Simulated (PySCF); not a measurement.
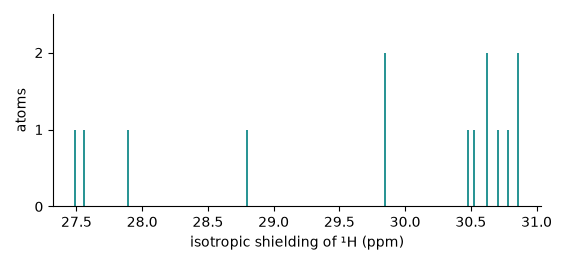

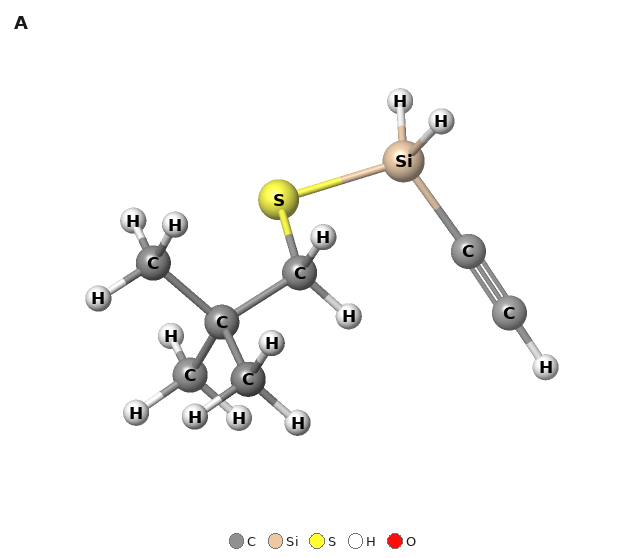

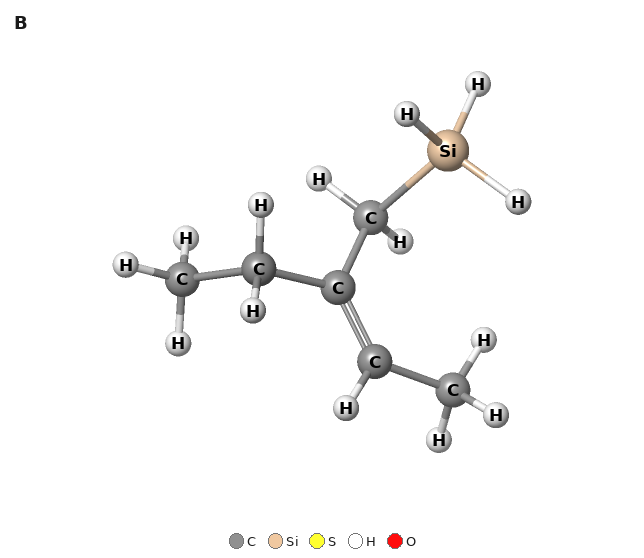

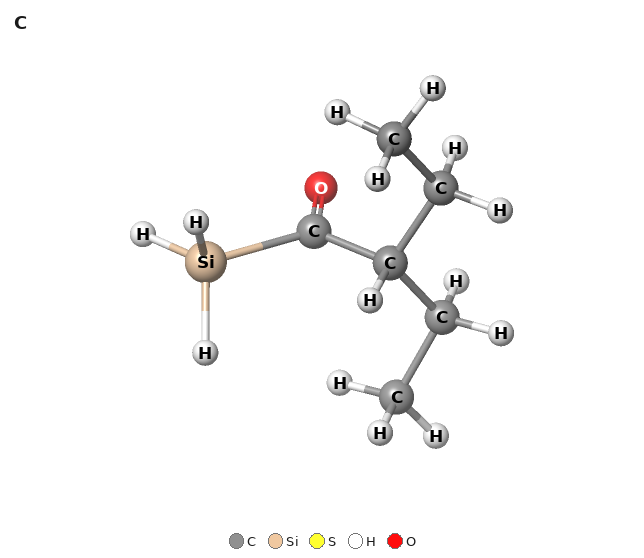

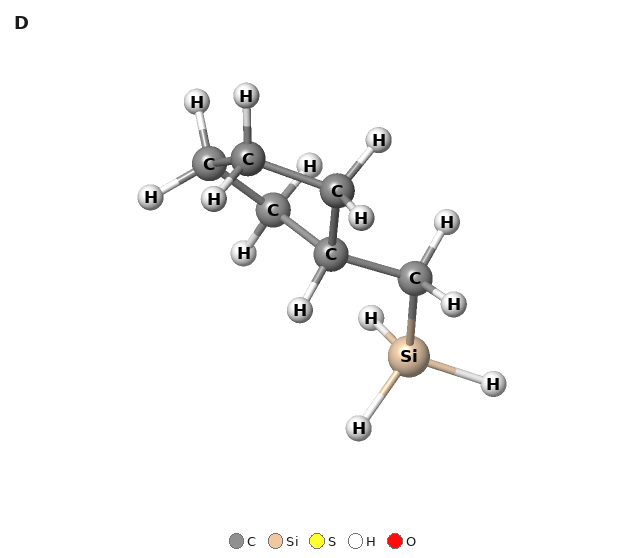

The sticks are computed shieldings of one of the molecules, for one fixed geometry (GFN2-xTB) without averaging over rotations. Low shielding means a high chemical shift. Method: GIAO PBE0/pcSseg-1 NMR shielding, non-relativistic, gas phase (PySCF 2.14.0).

> Match the spectrum to a structure.

C, `CCC(CC)C(=O)[SiH3]`. Its 14 H atoms give lines at 27.49, 27.56, 27.89, 28.80, 29.85 (2 atoms), 30.48, 30.52, 30.62 (2 atoms), 30.71, 30.78, 30.86 (2 atoms) ppm.

The geometry is semi-empirical. Around Si such bond lengths and angles can be off by a tenth of an ångström or more and by several degrees, and values that hang on the shape move with them.
